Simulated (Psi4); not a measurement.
**triplet C2H3F at 4 levels**

We compute a comparison of 4 runs (UHF/STO-3G, UB3LYP/6-31G*, UHSE06/def2-TZVP, UTPSSh/def2-TZVP) of triplet C2H3F. 

Program for the calculation: Psi4 1.11.

2 further runs of the same task are left out: 2 set aside as unsound or not needed.

## Step 1: Starting point

C2H3F: 6 atoms, total charge 0, spin state triplet. As SMILES of the parent species, `C=CF`. Geometry: relaxed at PBE0-D4/def2-TZVP. That shape belongs to the parent species and isn't relaxed for this state.

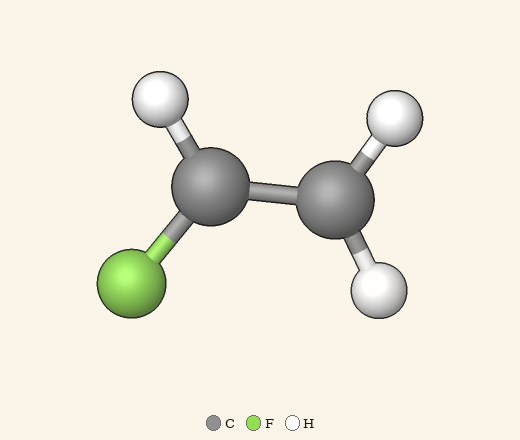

Viewed from a chosen angle; carbon grey, fluorine green, hydrogen white.

## Step 2: Energy and gradient at UHF/STO-3G (run 1)

The input, job.json:

```json
{
  "schema_name": "qcschema_input",
  "schema_version": 1,
  "molecule": {
    "schema_name": "qcschema_molecule",
    "schema_version": 2,
    "symbols": ["C", "C", "F", "H", "H", "H"],
    "geometry": [-1.01327115, 0.14437508, -0.83677073, 0.9259658, -0.03080254, 0.71167086, 1.82585338, -2.25330943, 1.50327713, -1.9726851, -1.518017, -1.54315035, -1.66333693, 1.99196031, -1.41672768, 1.9768425, 1.54466213, 1.49420645],
    "molecular_charge": 0,
    "molecular_multiplicity": 3,
    "fix_symmetry": "c1",
    "fix_com": true,
    "fix_orientation": true
  },
  "driver": "gradient",
  "model": {
    "method": "hf",
    "basis": "STO-3G"
  },
  "keywords": {
    "reference": "uhf",
    "puream": true,
    "e_convergence": 1e-09,
    "d_convergence": 1e-08,
    "scf_type": "pk",
    "maxiter": 100,
    "scf_properties": ["WIBERG_LOWDIN_INDICES", "QUADRUPOLE", "MULLIKEN_CHARGES"]
  }
}
```

On the command line:

```sh
psi4 --qcschema job.json -n 1 --memory 1600MB
```

stdout:

```text
[...]
  Running in c1 symmetry.
[...]
  Nuclear repulsion =   67.793297876399720
[...]
  Multiplicity = 3
[...]
  Nalpha       = 13
  Nbeta        = 11
[...]
    Number of basis functions: 18
[...]
   @UHF iter   1:  -174.35956028626515   -1.74816e+00   1.08857e-02 ADIIS/DIIS
[...]
   @UHF iter  12:  -174.39428251964281   -4.26326e-13   8.25366e-09 DIIS
[...]
   @S^2 Observed:                2.019902978E+00
[...]
  @UHF Final Energy:  -174.39428251964281
   => Energetics <=
    Nuclear Repulsion Energy =             67.7932978763997198
    One-Electron Energy =                -375.8741363054006115
    Two-Electron Energy =                 133.6865559093580771
    Total Energy =                       -174.3942825196428146
  UHF NO Occupations:
  HONO-2 :   11  A 1.9954060
  HONO-1 :   12  A 1.0000000
[...]
 Multipole Moments:
 ------------------------------------------------------------------------------------
     Multipole            Electronic (a.u.)      Nuclear  (a.u.)        Total (a.u.)
 ------------------------------------------------------------------------------------
 L = 1.  Multiply by 2.5417464519 to convert [e a0] to [Debye]
 Dipole X            :        -14.4199212           14.2496688           -0.1702524
 Dipole Y            :         17.8774955          -17.5797442            0.2977514
 Dipole Z            :        -11.4587257           11.3132234           -0.1455023
 Magnitude           :                                                    0.3725757
 L = 2.  Multiply by 1.3450342976 to convert [e a0^2] to [Debye ang]
 Quadrupole XX       :        -63.9731668           51.8745341          -12.0986327
 Quadrupole XY       :         36.1061544          -35.3419708            0.7641836
[...]
  -Total Gradient:
     Atom            X                  Y                   Z
    ------   -----------------  -----------------  -----------------
       1        0.239021529883    -0.021874337862     0.190863539003
       2       -0.244389928207     0.005826431668    -0.194571787326
       3       -0.001127826158     0.021919284349    -0.001646775691
       4       -0.000121576874    -0.004790514563     0.000062332365
       5        0.002859292908     0.005118120201     0.002099850576
       6        0.003758508447    -0.006198983793     0.003192841073
[...]
```

The result, in JSON:

```text
{
 "driver": "gradient",
 "model": {
  "method": "hf",
  "basis": "STO-3G"
 },
 "success": true,
 "return_result": [0.23902152988311706, -0.02187433786158006, 0.1908635390027113, -0.24438992820697303, 0.005826431667987672, -0.19457178732557573, -0.0011278261575659032, 0.02191928434865953, -0.001646775690595098, -0.00012157687444291909, -0.004790514562618808, 6.233236501952677e-05, 0.002859292908421851, 0.005118120200860832, 0.0020998505756583685, 0.003758508447072234, -0.006198983793333612, 0.003192841072796132],
 "properties": {
  "calcinfo_nbasis": 18,
  "calcinfo_nmo": 18,
  "calcinfo_nalpha": 13,
  "calcinfo_nbeta": 11,
  "calcinfo_natom": 6,
  "nuclear_repulsion_energy": 67.79329787639972,
  "return_energy": -174.39428251964281,
  "return_gradient": [0.23902152988311706, -0.02187433786158006, 0.1908635390027113, -0.24438992820697303, 0.005826431667987672, -0.19457178732557573, -0.0011278261575659032, 0.02191928434865953, -0.001646775690595098, -0.00012157687444291909, -0.004790514562618808, 6.233236501952677e-05, 0.002859292908421851, 0.005118120200860832, 0.0020998505756583685, 0.003758508447072234, -0.006198983793333612, 0.003192841072796132],
  "scf_one_electron_energy": -375.8741363054006,
  "scf_two_electron_energy": 133.68655590935808,
  "scf_dipole_moment": [-0.17025241728212492, 0.29775135451895807, -0.14550230376282514],
  "scf_total_energy": -174.39428251964281,
  "scf_total_gradient": [0.23902152988311706, -0.02187433786158006, 0.1908635390027113, -0.24438992820697303, 0.005826431667987672, -0.19457178732557573, -0.0011278261575659032, 0.02191928434865953, -0.001646775690595098, -0.00012157687444291909, -0.004790514562618808, 6.233236501952677e-05, 0.002859292908421851, 0.005118120200860832, 0.0020998505756583685, 0.003758508447072234, -0.006198983793333612, 0.003192841072796132],
  "scf_iterations": 12
 }
}
```

Wall time 1.5 s (1 thread of Intel Xeon Platinum 8375C at 2.90GHz (Ice Lake), shared host); peak memory 0.18 GiB.

## Step 3: Energy and gradient at UB3LYP/6-31G(d) (Cartesian functions) (run 2)

The input, input.inp:

```
memory 1600 MB

molecule m {
  0 3
  C     -0.536200     0.076400    -0.442800
  C      0.490000    -0.016300     0.376600
  F      0.966200    -1.192400     0.795500
  H     -1.043900    -0.803300    -0.816600
  H     -0.880200     1.054100    -0.749700
  H      1.046100     0.817400     0.790700
  symmetry c1
}

set basis 6-31G*
set reference uks
set puream false
set e_convergence 1e-09
set d_convergence 1e-08
set scf_type pk
set dft_radial_points 99
set dft_spherical_points 590
set maxiter 100

result, w = gradient("b3lyp", return_wfn=True)
print_variables()
```

On the command line:

```sh
psi4 -i input.inp -o input.out -n 1
```

input.out:

```text
[...]
  Running in c1 symmetry.
[...]
  Nuclear repulsion =   67.793297819280994
[...]
  Multiplicity = 3
[...]
  Nalpha       = 13
  Nbeta        = 11
[...]
    Number of basis functions: 51
[...]
   @UKS iter   1:  -177.49170843507275   -1.10685e-01   1.04724e-02 DIIS/ADIIS
[...]
   @UKS iter  12:  -177.64832442303512   -1.05160e-12   3.77066e-09 DIIS
[...]
   @S^2 Observed:                2.006375001E+00
[...]
  @UKS Final Energy:  -177.64832442303512
   => Energetics <=
    Nuclear Repulsion Energy =             67.7932978192809941
    One-Electron Energy =                -377.5044476604257397
    Two-Electron Energy =                 150.2274237751809665
    DFT Exchange-Correlation Energy =     -18.1645983570713589
    Empirical Dispersion Energy =           0.0000000000000000
    VV10 Nonlocal Energy =                  0.0000000000000000
    Total Energy =                       -177.6483244230351204
[...]
 Multipole Moments:
 ------------------------------------------------------------------------------------
     Multipole            Electronic (a.u.)      Nuclear  (a.u.)        Total (a.u.)
 ------------------------------------------------------------------------------------
 L = 1.  Multiply by 2.5417464519 to convert [e a0] to [Debye]
 Dipole X            :          2.2142833           -2.4216048           -0.2073215
 Dipole Y            :         -2.5985458            2.9732680            0.3747222
 Dipole Z            :          1.8497316           -2.0273148           -0.1775832
 Magnitude           :                                                    0.4636106
[...]
  -Total Gradient:
     Atom            X                  Y                   Z
    ------   -----------------  -----------------  -----------------
       1        0.162981800553    -0.002746820126     0.129728510469
       2       -0.171062942077    -0.015269503312    -0.135528982937
       3        0.003099782769     0.017357435049     0.001870807276
       4        0.002099973684    -0.001516202933     0.001718498826
       5        0.002683843370     0.000926631274     0.002103594330
       6        0.000191129602     0.001258034187     0.000102130199
[...]
```

It took 15 s on 1 thread of Intel Xeon Platinum 8375C at 2.90GHz (Ice Lake), shared host; peak memory 0.7 GiB.

Run 3 isn't shown in full; the table further down has it.

## Step 4: Energy and gradient at UTPSSh/def2-TZVP (run 4)

The input, calc.py:

```python
import psi4

psi4.set_memory(1600000000)
psi4.set_num_threads(1)
psi4.core.set_output_file('output.dat', False)

m = psi4.geometry("""
0 3
C     -1.01327115     0.14437508    -0.83677073
C      0.92596580    -0.03080254     0.71167086
F      1.82585338    -2.25330943     1.50327713
H     -1.97268510    -1.51801700    -1.54315035
H     -1.66333693     1.99196031    -1.41672768
H      1.97684250     1.54466213     1.49420645
units bohr
symmetry c1
no_reorient
no_com
""")

options = {'reference': 'uks', 'puream': True, 'e_convergence': 1e-09, 'd_convergence': 1e-08, 'scf_type': 'pk', 'dft_radial_points': 99, 'dft_spherical_points': 590, 'maxiter': 100}
psi4.set_options(options)

e = psi4.gradient('tpssh/def2-TZVP', molecule=m)
print('gradient / Eh bohr^-1')
print(e.np.round(6))
for k, v in sorted(psi4.core.scalar_variables().items()):
    print(f'{k:45s} {v:18.10f}')
```

On the command line:

```sh
python calc.py
```

output.dat:

```text
[...]
  Running in c1 symmetry.
[...]
  Nuclear repulsion =   67.793297876399720
[...]
  Multiplicity = 3
[...]
  Nalpha       = 13
  Nbeta        = 11
[...]
    Number of basis functions: 111
[...]
   @UKS iter   1:  -177.42297147328776   -2.86153e-02   7.06592e-03 ADIIS/DIIS
[...]
   @UKS iter  13:  -177.73966311846718   -1.64846e-12   2.68041e-09 DIIS
[...]
   @S^2 Observed:                2.009346560E+00
[...]
  @UKS Final Energy:  -177.73966311846718
   => Energetics <=
    Nuclear Repulsion Energy =             67.7932978763997198
    One-Electron Energy =                -377.3959499081704507
    Two-Electron Energy =                 152.1985473963931099
    DFT Exchange-Correlation Energy =     -20.3355584830895602
    Empirical Dispersion Energy =           0.0000000000000000
    VV10 Nonlocal Energy =                  0.0000000000000000
    Total Energy =                       -177.7396631184671776
[...]
 Multipole Moments:
 ------------------------------------------------------------------------------------
     Multipole            Electronic (a.u.)      Nuclear  (a.u.)        Total (a.u.)
 ------------------------------------------------------------------------------------
 L = 1.  Multiply by 2.5417464519 to convert [e a0] to [Debye]
 Dipole X            :        -14.4518155           14.2496688           -0.2021467
 Dipole Y            :         17.9916989          -17.5797442            0.4119547
 Dipole Z            :        -11.4879570           11.3132234           -0.1747336
 Magnitude           :                                                    0.4910212
[...]
  -Total Gradient:
     Atom            X                  Y                   Z
    ------   -----------------  -----------------  -----------------
       1        0.154540113881    -0.000392520823     0.122933060455
       2       -0.162334746162    -0.018363164324    -0.128481109820
       3        0.003555416434     0.016640314179     0.002257288867
       4        0.001855230195    -0.002415868623     0.001555078875
       5        0.002181270490     0.001755932836     0.001675520735
       6        0.000193270412     0.002791088649     0.000052089770
[...]
```

The script printed:

```text
gradient / Eh bohr^-1
[[ 1.54540e-01 -3.93000e-04  1.22933e-01]
 [-1.62335e-01 -1.83630e-02 -1.28481e-01]
 [ 3.55500e-03  1.66400e-02  2.25700e-03]
 [ 1.85500e-03 -2.41600e-03  1.55500e-03]
 [ 2.18100e-03  1.75600e-03  1.67600e-03]
 [ 1.93000e-04  2.79100e-03  5.20000e-05]]
CURRENT ENERGY                                   -177.7396631185
CURRENT REFERENCE ENERGY                         -177.7396631185
DD SOLVATION ENERGY                                 0.0000000000
DFT FUNCTIONAL TOTAL ENERGY                      -177.7396631185
DFT TOTAL ENERGY                                 -177.7396631185
DFT VV10 ENERGY                                     0.0000000000
DFT XC ENERGY                                     -20.3355584831
GRID ELECTRONS ALPHA                               12.9999999913
GRID ELECTRONS BETA                                10.9999999772
GRID ELECTRONS TOTAL                               23.9999999685
NUCLEAR REPULSION ENERGY                           67.7932978764
ONE-ELECTRON ENERGY                              -377.3959499082
PCM POLARIZATION ENERGY                             0.0000000000
PE ENERGY                                           0.0000000000
SCF ITERATION ENERGY                             -177.7396631185
SCF ITERATIONS                                     13.0000000000
SCF TOTAL ENERGY                                 -177.7396631185
TWO-ELECTRON ENERGY                               152.1985473964
XC GRID RADIAL POINTS                              99.0000000000
XC GRID SPHERICAL POINTS                          590.0000000000
XC GRID TOTAL POINTS                           335940.0000000000
```

It took 1.7 min on 1 thread of Intel Xeon Platinum 8375C at 2.90GHz (Ice Lake), shared host; peak memory 0.63 GiB.

## Step 5: The series

| run | level | Cartesian functions | integration grid | energy (Eh) | dipole moment (D) | HOMO energy (eV) | ⟨S²⟩ | wall time |
| --- | --- | --- | --- | --- | --- | --- | --- | --- |
| 1 | UHF/STO-3G | no | – | -174.394283 | 0.95 | -4.89 | 2.020 | 1.5 s |
| 2 | UB3LYP/6-31G* (Cartesian functions) | yes | 99 radial × 590 angular | -177.648324 | 1.18 | -2.46 | 2.006 | 15 s |
| 3 | UHSE06/def2-TZVP | no | 99 radial × 590 angular | -177.559351 | 1.31 | -2.91 | 2.009 | 75 s |
| 4 | UTPSSh/def2-TZVP | no | 99 radial × 590 angular | -177.739663 | 1.25 | -2.59 | 2.009 | 1.7 min |

## Step 6: Summary of results

```
                                 quantity          value
                      run 4: total energy  -177.73966 Eh
                     run 4: dipole moment         1.25 D
run 4: HOMO energy (highest over α and β)       -2.59 eV
                              run 4: ⟨S²⟩          2.009
          run 4: largest force on an atom    10.688 eV/Å
```

What this shows: The dipole moment (its size) runs from 0.95 D (UHF/STO-3G) to 1.31 D (UHSE06/def2-TZVP). The two ends differ in method and basis. Totals of different functionals can't be ranked against each other. In run 1 the basis is minimal, so the values are rough. All runs together took 3.2 min, the longest 1.7 min.
